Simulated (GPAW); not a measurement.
# Screening of a field by Cl/Ru(0001), part 2 of 2

Wanted: the out-of-plane polarisability of Cl/Ru(0001).

GPAW 26.7.0; GPAW, PAW setups; slab in vacuum, relaxation (the session's first sound run).

So far, dipole along the normal (e·Å): step 2 (relaxation) 0.00625; step 3 (plane waves, PBE) 0.00645; step 4 (In a field) -0.0718.

## Step 5: In a field

run.py reads:

```python
import json
import numpy as np
from ase import Atoms
from gpaw import GPAW, PW
from gpaw.external import ConstantElectricField

slab = Atoms(
    ['Ru', 'Ru', 'Ru', 'Ru', 'Cl'],
    positions=[
        [2.70000, 1.55885, 9.00000],
        [0.00000, 0.00000, 11.13840],
        [2.70000, 1.55885, 13.28193],
        [-0.00000, 0.00000, 15.39864],
        [2.70000, 1.55885, 17.43288]],
    cell=[[2.7, 0.0, 0.0], [1.35, 2.33827, 0.0], [0.0, 0.0, 26.50106]],
    pbc=[True, True, False])

slab.calc = GPAW(mode=PW(400), xc='PBE', kpts={'size': (13, 13, 1), 'gamma': True},
                 occupations={'name': 'fermi-dirac', 'width': 0.1}, nbands='160%',
                 convergence={'density': 1e-05}, maxiter=200,
                 poissonsolver={'dipolelayer': 'xy'},
                 external=ConstantElectricField(-0.1, [0, 0, 1]),
                 symmetry={'tolerance': 1e-3}, txt='slab.txt')
result = {}
energy = slab.get_potential_energy()
fermi = slab.calc.get_fermi_level()
v = slab.calc.get_electrostatic_potential().mean((0, 1)) - fermi
n = slab.calc.get_pseudo_density().mean((0, 1))
L = slab.cell[2, 2]
z = np.arange(len(v)) * L / len(v)
low, high = slab.positions[:, 2].min(), slab.positions[:, 2].max()
below, above = np.interp([low - 6.8, high + 6.8], z, v)
slopes = [np.interp(x, z, np.gradient(v, z)) for x in (low - 6.8, high + 6.8)]
eps = np.array([[slab.calc.get_eigenvalues(k, s) for k in range(len(slab.calc.get_ibz_k_points()))]
                for s in range(slab.calc.get_number_of_spins())]) - fermi
top, bottom = eps[eps < 0].max(), eps[eps > 0].min()
dipole = slab.get_dipole_moment()[2]
print(f'energy {energy:.4f} eV, Fermi level {fermi:.4f} eV, dipole {dipole:.5f} e A')
print(f'potential 6.8 A off the faces, from the Fermi level: lower {below:.4f} eV, upper {above:.4f} eV')
print(f'slope of the potential there: lower {slopes[0]:.5f}, upper {slopes[1]:.5f} eV/A')
print(f'nearest levels on the mesh: {top:.4f} and {bottom:.4f} eV')
print('magnetic moment', round(slab.get_magnetic_moment(), 3))
result.update(energy=energy, fermi=fermi, dipole=dipole, below=below, above=above, slopes=slopes, edges=[top, bottom],
              z=z.tolist(), v=v.tolist(), n=n.tolist(), positions=slab.positions.tolist(),
              forces=slab.get_forces(apply_constraint=False).tolist(), moments=slab.get_magnetic_moments().tolist())
json.dump(result, open('result.json', 'w'))
```

The run is started by

```
$ OMP_NUM_THREADS=1 OPENBLAS_NUM_THREADS=1 python run.py
```

The program printed:

```text
energy -37.3059 eV, Fermi level 2.3109 eV, dipole -0.03262 e A
potential 6.8 A off the faces, from the Fermi level: lower 4.4072 eV, upper 5.3428 eV
slope of the potential there: lower -0.00022, upper 0.00003 eV/A
nearest levels on the mesh: -0.0060 and 0.0082 eV
magnetic moment 0.0
```

The job ended after 10 min (1 thread of Arm Neoverse V1, shared host; peak memory 0.51 GiB).

This step gave:

```yaml
dipole_along_the_normal: -0.03262 e·Å
levels_nearest_the_fermi_level_on_the_mesh: -0.005973, 0.008236 eV from the Fermi level
potential_below_the_slab_the_applied_field_s_own_ramp_left_out: 4.407 eV from the Fermi level
potential_above_the_slab_the_applied_field_s_own_ramp_left_out: 5.343 eV from the Fermi level
```

The electrostatic potential energy of an electron (without an applied field's), less the Fermi level, planar mean oscillates, so the rows of the table below give means over windows of 2.12 Å about each position, cut where the curve ends. Its maxima inside the range that stand out by 2 % of the span (Å: eV): 10.1: -2.12, 12.2: -2.10, 14.3: -2.11, 16.5: -1.54. Its minima: 9.0: -28.4, 11.1: -28.6, 13.3: -28.3, 15.4: -28.2, 17.4: -27.1.

Electrostatic potential energy of an electron (without an applied field's), less the Fermi level, planar mean against z; means over each step:

| z (Å) | electrostatic potential energy of an electron (without an applied field's), less the Fermi level, planar mean (eV) |
| --- | --- |
| 1.06 | 4.45 |
| 3.18 | 4.41 |
| 5.30 | 4.39 |
| 7.42 | 1.25 |
| 9.54 | -13.7 |
| 11.66 | -13.8 |
| 13.78 | -13.7 |
| 15.90 | -13.4 |
| 18.02 | -7.49 |
| 20.14 | 5.31 |
| 22.26 | 5.34 |
| 24.38 | 5.34 |

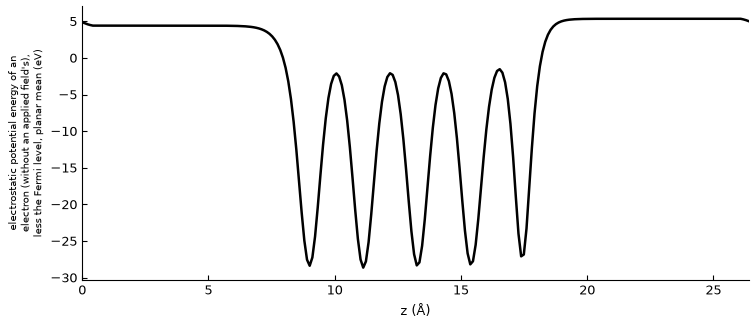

Electrostatic potential energy of an electron (without an applied field's), less the Fermi level, planar mean, plotted against z.

Force by atom:

| atom | x (eV/Å) | y (eV/Å) | z (eV/Å) | size |
| --- | --- | --- | --- | --- |
| Ru1 | 0.000 | 0.000 | 0.523 | 0.523 |
| Ru2 | 0.000 | 0.000 | -0.531 | 0.531 |
| Ru3 | 0.000 | 0.000 | 0.014 | 0.014 |
| Ru4 | 0.000 | 0.000 | -0.010 | 0.010 |
| Cl5 | 0.000 | 0.000 | 0.005 | 0.005 |

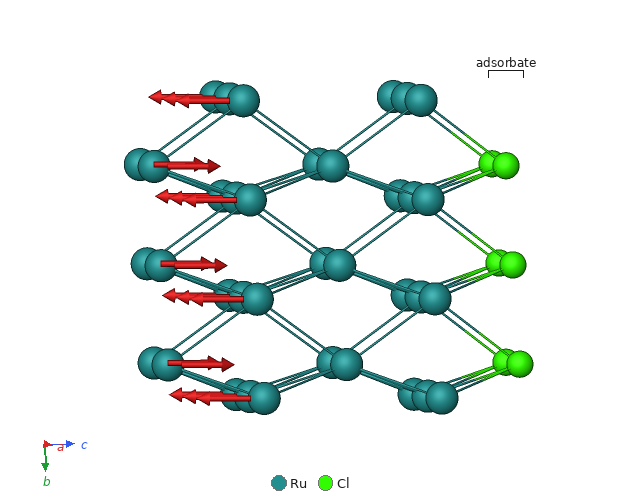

Force as arrows, the longest 0.531 eV/Å. Bonds to atoms that aren't drawn are left out. 2×3×1 cells are drawn. Some periodic images of atoms are drawn too.

The dipole is now -0.0326 e Å, against 0.0064 in the run without a field.

## Step 6: Field on

Changes to run.py since step 5:

```diff
@@ -21,3 +21,3 @@
                  poissonsolver={'dipolelayer': 'xy'},
-                 external=ConstantElectricField(-0.1, [0, 0, 1]),
+                 external=ConstantElectricField(-0.05, [0, 0, 1]),
                  symmetry={'tolerance': 1e-3}, txt='slab.txt')
```

The program printed:

```text
energy -37.3048 eV, Fermi level 2.2986 eV, dipole -0.01305 e A
potential 6.8 A off the faces, from the Fermi level: lower 4.7089 eV, upper 5.0835 eV
slope of the potential there: lower -0.00023, upper 0.00004 eV/A
nearest levels on the mesh: -0.0066 and 0.0098 eV
magnetic moment 0.0
```

Elapsed: 10 min, on 1 thread; peak memory 0.51 GiB.

The electrostatic potential energy of an electron (without an applied field's), less the Fermi level, planar mean oscillates, so the rows of the table below give means over windows of 2.12 Å about each position, cut where the curve ends. Its maxima inside the range that stand out by 2 % of the span (Å: eV): 10.1: -1.96, 12.2: -2.04, 14.3: -2.16, 16.5: -1.70. Its minima: 9.0: -28.2, 11.1: -28.5, 13.3: -28.3, 15.4: -28.3, 17.4: -27.3.

Electrostatic potential energy of an electron (without an applied field's), less the Fermi level, planar mean against z; means over each step:

| z (Å) | electrostatic potential energy of an electron (without an applied field's), less the Fermi level, planar mean (eV) |
| --- | --- |
| 1.06 | 4.73 |
| 3.18 | 4.71 |
| 5.30 | 4.69 |
| 7.42 | 1.53 |
| 9.54 | -13.5 |
| 11.66 | -13.7 |
| 13.78 | -13.7 |
| 15.90 | -13.5 |
| 18.02 | -7.72 |
| 20.14 | 5.05 |
| 22.26 | 5.08 |
| 24.38 | 5.08 |

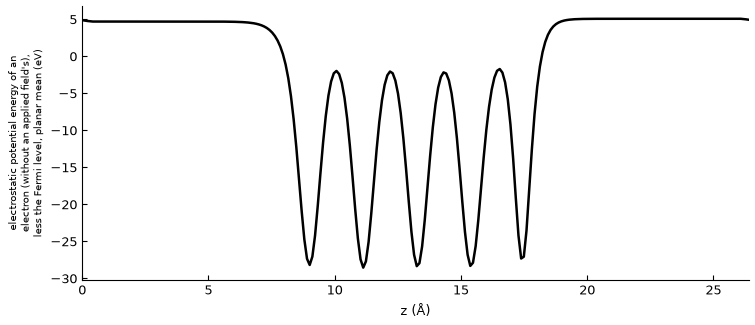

Electrostatic potential energy of an electron (without an applied field's), less the Fermi level, planar mean against z.

## Step 7: In a field

Changes to run.py since step 6:

```diff
@@ -21,3 +21,3 @@
                  poissonsolver={'dipolelayer': 'xy'},
-                 external=ConstantElectricField(-0.05, [0, 0, 1]),
+                 external=ConstantElectricField(0.05, [0, 0, 1]),
                  symmetry={'tolerance': 1e-3}, txt='slab.txt')
```

The program printed:

```text
energy -37.3054 eV, Fermi level 2.2733 eV, dipole 0.02620 e A
potential 6.8 A off the faces, from the Fermi level: lower 5.3148 eV, upper 4.5644 eV
slope of the potential there: lower -0.00024, upper 0.00004 eV/A
nearest levels on the mesh: -0.0077 and 0.0122 eV
magnetic moment 0.0
```

The job ended after 11 min (1 thread; peak memory 0.51 GiB).

The electrostatic potential energy of an electron (without an applied field's), less the Fermi level, planar mean oscillates, so the rows of the table below give means over windows of 2.12 Å about each position, cut where the curve ends. Its maxima inside the range that stand out by 2 % of the span (Å: eV): 10.1: -1.64, 12.2: -1.94, 14.3: -2.27, 16.5: -2.03. Its minima: 9.0: -27.7, 11.1: -28.3, 13.3: -28.3, 15.4: -28.5, 17.4: -27.7.

The electrostatic potential energy of an electron (without an applied field's), less the Fermi level, planar mean by z; means over each step:

| z (Å) | electrostatic potential energy of an electron (without an applied field's), less the Fermi level, planar mean (eV) |
| --- | --- |
| 1.06 | 5.28 |
| 3.18 | 5.31 |
| 5.30 | 5.30 |
| 7.42 | 2.09 |
| 9.54 | -13.1 |
| 11.66 | -13.5 |
| 13.78 | -13.8 |
| 15.90 | -13.8 |
| 18.02 | -8.18 |
| 20.14 | 4.53 |
| 22.26 | 4.56 |
| 24.38 | 4.56 |

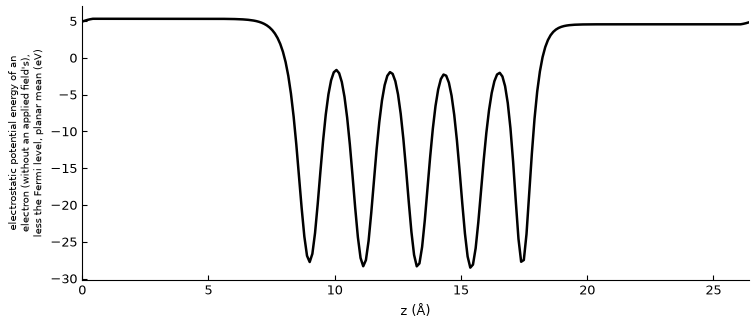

Electrostatic potential energy of an electron (without an applied field's), less the Fermi level, planar mean, plotted against z.

## Step 8: In a field

Changes to run.py since step 7:

```diff
@@ -21,3 +21,3 @@
                  poissonsolver={'dipolelayer': 'xy'},
-                 external=ConstantElectricField(0.05, [0, 0, 1]),
+                 external=ConstantElectricField(0.1, [0, 0, 1]),
                  symmetry={'tolerance': 1e-3}, txt='slab.txt')
```

The program printed:

```text
energy -37.3073 eV, Fermi level 2.2604 eV, dipole 0.04582 e A
potential 6.8 A off the faces, from the Fermi level: lower 5.6181 eV, upper 4.3052 eV
slope of the potential there: lower -0.00025, upper 0.00002 eV/A
nearest levels on the mesh: -0.0083 and 0.0137 eV
magnetic moment 0.0
```

Wall time 11 min (1 thread); peak memory 0.51 GiB.

The dipole is now 0.0458 e Å, against 0.0064 in the run without a field.

## Step 9: In a field

Changes to run.py since step 8:

```diff
@@ -21,3 +21,3 @@
                  poissonsolver={'dipolelayer': 'xy'},
-                 external=ConstantElectricField(0.1, [0, 0, 1]),
+                 external=ConstantElectricField(0.2, [0, 0, 1]),
                  symmetry={'tolerance': 1e-3}, txt='slab.txt')
```

The program printed:

```text
energy -37.3138 eV, Fermi level 2.2340 eV, dipole 0.08515 e A
potential 6.8 A off the faces, from the Fermi level: lower 6.2273 eV, upper 3.7871 eV
slope of the potential there: lower -0.00026, upper -0.00000 eV/A
nearest levels on the mesh: -0.0094 and 0.0164 eV
magnetic moment 0.0
```

The job ended after 9.9 min (1 thread; peak memory 0.51 GiB).

The electrostatic potential energy of an electron (without an applied field's), less the Fermi level, planar mean oscillates, so the rows of the table below give means over windows of 2.17 Å about each position, cut where the curve ends. Its maxima inside the range that stand out by 2 % of the span (Å: eV): 0.5: 6.23, 10.1: -1.17, 12.2: -1.78, 14.3: -2.42, 16.5: -2.52. Its minima: 9.0: -27.1, 11.1: -28.0, 13.3: -28.3, 15.4: -28.8, 17.4: -28.3.

The electrostatic potential energy of an electron (without an applied field's), less the Fermi level, planar mean by z; means over each step:

| z (Å) | electrostatic potential energy of an electron (without an applied field's), less the Fermi level, planar mean (eV) |
| --- | --- |
| 1.08 | 6.12 |
| 3.25 | 6.23 |
| 5.42 | 6.20 |
| 7.59 | 1.04 |
| 9.77 | -12.8 |
| 11.93 | -13.4 |
| 14.11 | -14.2 |
| 16.27 | -14.4 |
| 18.45 | -4.33 |
| 20.62 | 3.78 |
| 22.79 | 3.79 |
| 24.95 | 3.79 |

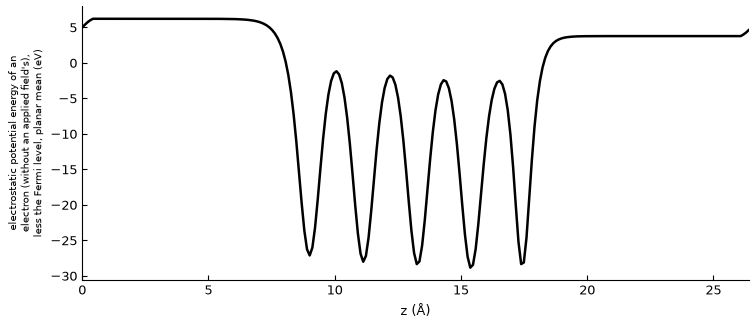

Electrostatic potential energy of an electron (without an applied field's), less the Fermi level, planar mean against z.

The dipole is now 0.0852 e Å, against 0.0064 in the run without a field.

## Step 10: Field on

Changes to run.py since step 9:

```diff
@@ -21,3 +21,3 @@
                  poissonsolver={'dipolelayer': 'xy'},
-                 external=ConstantElectricField(0.2, [0, 0, 1]),
+                 external=ConstantElectricField(0.3, [0, 0, 1]),
                  symmetry={'tolerance': 1e-3}, txt='slab.txt')
```

The program printed:

```text
energy -37.3243 eV, Fermi level 2.2067 eV, dipole 0.12454 e A
potential 6.8 A off the faces, from the Fermi level: lower 6.8392 eV, upper 3.2700 eV
slope of the potential there: lower -0.00028, upper 0.00003 eV/A
nearest levels on the mesh: -0.0104 and 0.0186 eV
magnetic moment 0.0
```

Run time: 11 min. Hardware: 1 thread; peak memory 0.51 GiB.

The electrostatic potential energy of an electron (without an applied field's), less the Fermi level, planar mean oscillates, so the rows of the table below give means over windows of 2.17 Å about each position, cut where the curve ends. Its maxima inside the range that stand out by 2 % of the span (Å: eV): 0.5: 6.84, 10.1: -0.848, 12.2: -1.67, 14.3: -2.53, 16.5: -2.84. Its minima: 9.0: -26.7, 11.1: -27.8, 13.3: -28.3, 15.4: -29.0, 17.4: -28.7.

Table of electrostatic potential energy of an electron (without an applied field's), less the Fermi level, planar mean by z; means over each step:

| z (Å) | electrostatic potential energy of an electron (without an applied field's), less the Fermi level, planar mean (eV) |
| --- | --- |
| 1.08 | 6.69 |
| 3.25 | 6.84 |
| 5.42 | 6.81 |
| 7.59 | 1.59 |
| 9.77 | -12.4 |
| 11.93 | -13.3 |
| 14.11 | -14.3 |
| 16.27 | -14.7 |
| 18.45 | -4.82 |
| 20.62 | 3.26 |
| 22.79 | 3.27 |
| 24.95 | 3.27 |

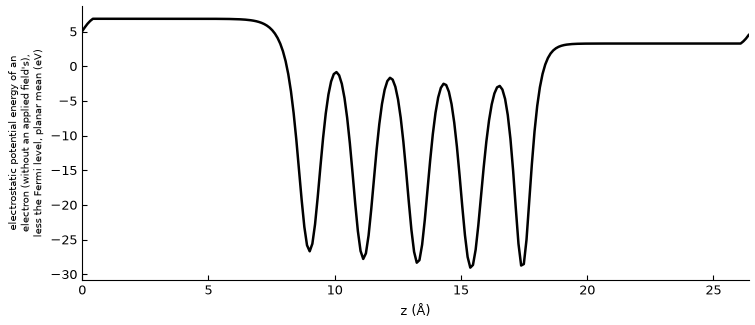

Electrostatic potential energy of an electron (without an applied field's), less the Fermi level, planar mean, plotted against z.

The dipole is now 0.125 e Å, against 0.0064 in the run without a field.

## Step 11: The series

The members are put on one axis.

This step: induced dipole against applied field (GPAW 26.7.0).

Dipole along the normal against field:

| field (V/Å) | dipole along the normal (e·Å) |
| --- | --- |
| -0.200 | -0.0718 |
| -0.100 | -0.0326 |
| -0.050 | -0.0131 |
| 0.000 | 0.00645 |
| 0.050 | 0.0262 |
| 0.100 | 0.0458 |
| 0.200 | 0.0852 |
| 0.300 | 0.125 |

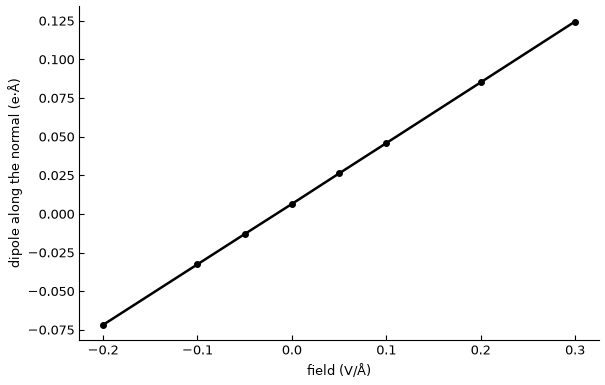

Dipole along the normal, plotted against field.

## Step 12: A changed run

One more run, with changed settings.

This step: GPAW, PAW setups; slab in vacuum (GPAW 26.7.0).

Changes to run.py since step 10:

```diff
@@ -4,3 +4,2 @@
 from gpaw import GPAW, PW
-from gpaw.external import ConstantElectricField
 
@@ -18,6 +17,5 @@
 slab.calc = GPAW(mode=PW(400), xc='PBE', kpts={'size': (13, 13, 1), 'gamma': True},
-                 occupations={'name': 'fermi-dirac', 'width': 0.1}, nbands='160%',
-                 convergence={'density': 1e-05}, maxiter=200,
+                 occupations={'name': 'fermi-dirac', 'width': 2.0}, nbands='160%',
+                 convergence={'density': 1e-05}, maxiter=100,
                  poissonsolver={'dipolelayer': 'xy'},
-                 external=ConstantElectricField(0.3, [0, 0, 1]),
                  symmetry={'tolerance': 1e-3}, txt='slab.txt')
```

The program printed:

```text
energy -41.3199 eV, Fermi level 1.0155 eV, dipole -0.00098 e A
potential 6.8 A off the faces, from the Fermi level: lower 8.4721 eV, upper 8.4866 eV
slope of the potential there: lower -0.18874, upper 0.19180 eV/A
nearest levels on the mesh: -0.0211 and 0.0079 eV
magnetic moment 0.0
```

It took 2.7 min on 1 thread; peak memory 0.24 GiB.

The run finished. A setting was moved off its sound value on purpose, so it serves as a test and not as the result.

The fault put into the input: a smearing of electronvolts (width = 2.0).

## Step 13: Outcome

* work function, upper and lower face: 4.824 and 5.011 eV
* dipole along the normal: 0.00645 e Å
* induced dipole per field: 0.393 e Å per V/Å
* out-of-plane polarisability per area, α/(ε0 A): 11.3 Å

The field induces 0.393 e Å per V/Å, a polarisable thickness α/(ε0 A) of 11.3 Å beside 8.43 Å between the outermost nuclei. A perfect conductor would give the distance between its two image planes; a dielectric of thickness t gives t(1 - 1/ε). The two faces differ by 0.19 eV, the step that the slab's dipole makes (e p/(ε0 A) gives 0.18 eV), so the dipole layer is needed. The induced dipole is linear in the field over this range. The cell of 6.31 Å² holds one Cl, started on one chosen site; other sites and coverages weren't tried. The in-plane lattice was kept as typed, which isn't the functional's own and leaves some strain; spin-orbit coupling and temperature are left out.

[Logs are printed without paths, hosts, clocks, repeated set-up lines and the standing remarks that a program may print on its own settings, such as how far it seeks lower states.]

[Hosts, paths, dates, database ids (printed as entryN), source tags and the programs' standing remarks are cut or masked in the printed files.]
